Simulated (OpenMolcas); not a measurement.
# [CH3]− (SMILES [CH3-]) at 6 levels

Wanted: a comparison of 6 runs (B3LYP/6-31G*, B3LYP/cc-pVTZ, M06-2X/cc-pVTZ, PBE/cc-pVTZ, TPSS/cc-pVTZ, revPBE/cc-pVTZ) of [CH3]−. 

The calculation is run with OpenMolcas 26.06.

## 1. The structure to begin with

[CH3]−: 4 atoms, total charge -1, spin state singlet. SMILES: `[CH3-]`. Geometry: relaxed at PBE0-D4/def2-TZVPD.

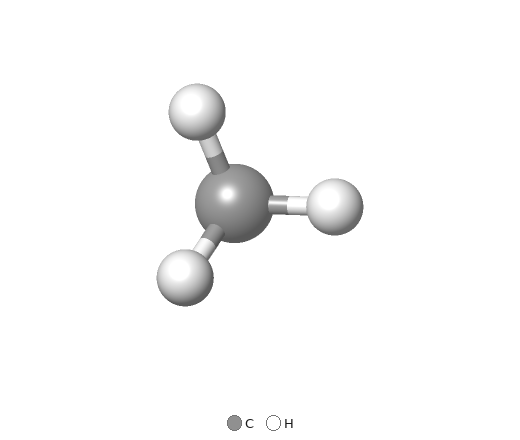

The structure, seen from a chosen angle (carbon grey, hydrogen white).

## 2. Energy and forces at B3LYP/6-31G(d) (spherical functions) (run 1)

Contents of input.xyz:

```xyz
4

C     -0.146350    -0.155270     0.261210
H      0.134550     0.900100     0.465250
H     -0.783290    -0.107350    -0.647820
H      0.795090    -0.637480    -0.078660
```

Contents of calc.input:

```
* CH3 Kohn-Sham DFT
>>> EXPORT MOLCAS_PRINT=2
&GATEWAY
BasLib = $CurrDir
Coord = input.xyz
Basis = 6-31Gs
Group = NoSym
&SEWARD
GridInput
Grid=UltraFine
End of Grid
&SCF
Charge = -1
KSDFT = B3LYP
Thresholds = 1e-10 1e-07 1e-07 1e-05
PrOrbitals = 1
&ALASKA
```

The basis set 6-31G* is read from a file made from the Basis Set Exchange's data (not shown).

Launch:

```console
export MOLCAS_MEM=1860
pymolcas calc.input > calc.log
```

Output:

```text
--- Start Module: gateway ---
[...]
--- Stop Module: gateway /rc=_RC_ALL_IS_WELL_ ---
[...]
      Basis functions           20
[...]
--- Start Module: scf ---
[...]
       Convergence after  12 Iterations
[...]
::    Total KS-DFT energy                             -39.7879434772
[...]
      Total spin, S                                     0.0000000000
[...]
      Total electronic charge=   10.000000
      Total            charge=   -1.000000
[...]
      Dipole Moment (debye):
      Origin of the operator (angstrom)=   -0.1071   -0.1136    0.1911
                   X=  6.4892E-01               Y=  6.8853E-01               Z= -1.1583E+00           Total=  1.4956E+00
      Center of Charge (angstrom)
[...]
--- Stop Module: scf /rc=_RC_ALL_IS_WELL_ ---
[...]
--- Start Module: alaska ---
[...]
 *              Molecular gradients               *
 **************************************************
  Irreducible representation: a
 ------------------------------------------------------------------------------------------
                              X                       Y                       Z
 ------------------------------------------------------------------------------------------
  C1                8.13609504430313E-03    8.63852447903835E-03   -1.45318816737650E-02
  H2               -3.04136783801606E-03   -6.13527634927880E-03    2.72387771807797E-03
  H3                4.83128646825870E-04   -2.26978277203295E-03    6.99886826567564E-03
  H4               -5.57785585311188E-03   -2.33465357725171E-04    4.80913569001118E-03
 ------------------------------------------------------------------------------------------
--- Stop Module: alaska /rc=_RC_ALL_IS_WELL_ ---
[...]
```

Wall time 4.5 s (1 thread of Arm Neoverse V2, shared host); peak memory 0.37 GiB.

## 3. Energy and gradient at B3LYP/cc-pVTZ (run 2)

Contents of coord.xyz:

```xyz
4

C     -0.146350    -0.155270     0.261210
H      0.134550     0.900100     0.465250
H     -0.783290    -0.107350    -0.647820
H      0.795090    -0.637480    -0.078660
```

Contents of mol.input:

```
>>> EXPORT MOLCAS_PRINT=2

&gateway
  baslib = $CurrDir
  coord = coord.xyz
  basis = cc-pVTZ
  group = NoSym

&seward
  gridinput
  Grid=UltraFine
  End of Grid

&scf
  charge = -1
  ksdft = B3LYP
  thresholds = 1e-10 1e-07 1e-07 1e-05
  prorbitals = 0

&alaska
```

The basis set cc-pVTZ is read from a file made from the Basis Set Exchange's data (not shown).

Launch:

```console
export MOLCAS_MEM=1860
pymolcas mol.input > mol.log
```

Output:

```text
--- Start Module: gateway ---
[...]
--- Stop Module: gateway /rc=_RC_ALL_IS_WELL_ ---
[...]
      Basis functions           72
[...]
--- Start Module: scf ---
[...]
       Convergence after  14 Iterations
[...]
::    Total KS-DFT energy                             -39.8414028302
[...]
      Total spin, S                                     0.0000000000
[...]
      Total electronic charge=   10.000000
      Total            charge=   -1.000000
[...]
      Dipole Moment (debye):
      Origin of the operator (angstrom)=   -0.1071   -0.1136    0.1911
                   X=  5.7415E-01               Y=  6.0919E-01               Z= -1.0249E+00           Total=  1.3233E+00
      Center of Charge (angstrom)
[...]
--- Stop Module: scf /rc=_RC_ALL_IS_WELL_ ---
[...]
--- Start Module: alaska ---
[...]
 *              Molecular gradients               *
 **************************************************
  Irreducible representation: a
 ------------------------------------------------------------------------------------------
                              X                       Y                       Z
 ------------------------------------------------------------------------------------------
  C1                2.45320218877187E-03    2.60879551481430E-03   -4.38826575176643E-03
  H2               -8.64617623241970E-04   -1.33053479090606E-03    1.16224035330398E-03
  H3               -3.63769285816939E-04   -7.83937288781400E-04    1.77016074895442E-03
  H4               -1.22481527970941E-03   -4.94323435129784E-04    1.45586464950820E-03
 ------------------------------------------------------------------------------------------
--- Stop Module: alaska /rc=_RC_ALL_IS_WELL_ ---
[...]
```

It took 15 s on 1 thread of Arm Neoverse V2, shared host; peak memory 0.42 GiB.

Runs 3 to 4 aren't shown in full; the table further down has their settings and results.

## 4. Energy and gradient at TPSS/cc-pVTZ (run 5)

Contents of job.inp:

```
>>> EXPORT MOLCAS_PRINT=2

&GATEWAY
 BASLIB=$CurrDir
 COORD
 4
 angstrom
 C       -0.146350      -0.155270       0.261210
 H        0.134550       0.900100       0.465250
 H       -0.783290      -0.107350      -0.647820
 H        0.795090      -0.637480      -0.078660
 BASIS=cc-pVTZ
 GROUP=NoSym

&SEWARD
 GRIDINPUT
 Grid=UltraFine
 End of Grid

&SCF
 CHARGE=-1
 KSDFT=2
 1.0 MGGA_X_TPSS
 1.0 MGGA_C_TPSS
 THRESHOLDS=1e-10 1e-07 1e-07 1e-05
 PRORBITALS=1

&ALASKA
```

The basis set cc-pVTZ is read from a file made from the Basis Set Exchange's data (not shown).

Launch:

```console
export MOLCAS_MEM=1860
pymolcas job.inp > job.log
```

Output:

```text
--- Start Module: gateway ---
[...]
--- Stop Module: gateway /rc=_RC_ALL_IS_WELL_ ---
[...]
      Basis functions           72
[...]
--- Start Module: scf ---
[...]
       Convergence after  15 Iterations
[...]
::    Total KS-DFT energy                             -39.8418291720
[...]
      Total spin, S                                     0.0000000000
[...]
      Total electronic charge=   10.000000
      Total            charge=   -1.000000
[...]
      Dipole Moment (debye):
      Origin of the operator (angstrom)=   -0.1071   -0.1136    0.1911
                   X=  5.6664E-01               Y=  6.0122E-01               Z= -1.0114E+00           Total=  1.3060E+00
      Center of Charge (angstrom)
[...]
--- Stop Module: scf /rc=_RC_ALL_IS_WELL_ ---
[...]
--- Start Module: alaska ---
[...]
 *              Molecular gradients               *
 **************************************************
  Irreducible representation: a
 ------------------------------------------------------------------------------------------
                              X                       Y                       Z
 ------------------------------------------------------------------------------------------
  C1                4.70256889982057E-03    4.99170083529177E-03   -8.39798286546078E-03
  H2               -1.85773102835407E-03   -4.54290812216729E-03    9.25890233507032E-04
  H3                1.25981827003963E-03   -1.12655154522306E-03    4.70532619110076E-03
  H4               -4.10465614150546E-03    6.77758832093089E-04    2.76676644084284E-03
 ------------------------------------------------------------------------------------------
--- Stop Module: alaska /rc=_RC_ALL_IS_WELL_ ---
[...]
```

It took 22 s on 1 thread of Arm Neoverse V2, shared host; peak memory 0.42 GiB.

## 5. Energy and gradient at revPBE/cc-pVTZ (run 6)

Contents of calc.inp:

```
&gateway
baslib
$CurrDir
coord
4
angstrom
C       -0.146350      -0.155270       0.261210
H        0.134550       0.900100       0.465250
H       -0.783290      -0.107350      -0.647820
H        0.795090      -0.637480      -0.078660
basis
cc-pVTZ
group
NoSym
&seward
gridinput
Grid=UltraFine
End of Grid
&scf
charge
-1
ksdft
revPBE
thresholds
1e-10 1e-07 1e-07 1e-05
prorbitals
0
&alaska
```

The basis set cc-pVTZ is read from a file made from the Basis Set Exchange's data (not shown).

Launch:

```console
export MOLCAS_MEM=1860
pymolcas calc.inp > calc.log
```

Output:

```text
--- Start Module: gateway ---
[...]
--- Stop Module: gateway /rc=_RC_ALL_IS_WELL_ ---
[...]
      Basis functions           72
[...]
--- Start Module: scf ---
[...]
       Convergence after  15 Iterations
[...]
::    Total KS-DFT energy                             -39.8213765196
[...]
      Total spin, S                                     0.0000000000
[...]
      Total electronic charge=   10.000000
      Total            charge=   -1.000000
[...]
      Dipole Moment (debye):
      Origin of the operator (angstrom)=   -0.1071   -0.1136    0.1911
                   X=  5.5722E-01               Y=  5.9123E-01               Z= -9.9464E-01           Total=  1.2843E+00
      Center of Charge (angstrom)
[...]
--- Stop Module: scf /rc=_RC_ALL_IS_WELL_ ---
[...]
--- Start Module: alaska ---
[...]
 *              Molecular gradients               *
 **************************************************
  Irreducible representation: a
 ------------------------------------------------------------------------------------------
                              X                       Y                       Z
 ------------------------------------------------------------------------------------------
  C1                5.88468695312239E-03    6.24839120274867E-03   -1.05110253354612E-02
  H2               -2.43150232800010E-03   -6.73563077745221E-03    4.74600280461313E-04
  H3                2.60412249348629E-03   -1.21180961976121E-03    6.58222057227076E-03
  H4               -6.05730711861718E-03    1.69904919446640E-03    3.45420448271716E-03
 ------------------------------------------------------------------------------------------
--- Stop Module: alaska /rc=_RC_ALL_IS_WELL_ ---
[...]
```

It took 15 s on 1 thread of Arm Neoverse V2, shared host; peak memory 0.42 GiB.

## 6. Overview of the runs

```
run                               level  energy (Eh)  HOMO energy (eV)  LUMO energy (eV)  HOMO–LUMO gap (eV)  wall time
  1  B3LYP/6-31G* (spherical functions)   -39.787943              4.14             10.36                6.22      4.5 s
  2                       B3LYP/cc-pVTZ   -39.841403              2.74              7.08                4.34       15 s
  3                      M06-2X/cc-pVTZ   -39.808567              1.29              8.10                6.81       19 s
  4                         PBE/cc-pVTZ   -39.770356              3.74              6.69                2.95       15 s
  5                        TPSS/cc-pVTZ   -39.841829              3.62              6.93                3.31       22 s
  6                      revPBE/cc-pVTZ   -39.821377              3.78              6.76                2.98       15 s
```

## 7. Results

```
                                                    quantity         value
                                         run 6: total energy  -39.82138 Eh
                                          run 6: HOMO energy       3.78 eV
                                          run 6: LUMO energy       6.76 eV
run 6: HOMO–LUMO gap (to an unbound level, set by the basis)       2.98 eV
                             run 6: largest force on an atom    0.698 eV/Å
```

What this shows: The HOMO–LUMO gap runs from 2.95 eV (PBE/cc-pVTZ) to 6.81 eV (M06-2X/cc-pVTZ). The empty levels of an anion lie above zero and hang on the basis. Totals of different functionals can't be ranked against each other. In runs 1, 2, 3, 4, 5, 6 the HOMO lies above zero, so the outermost electron may be held by the basis alone. All runs together took 91 s, the longest 22 s.
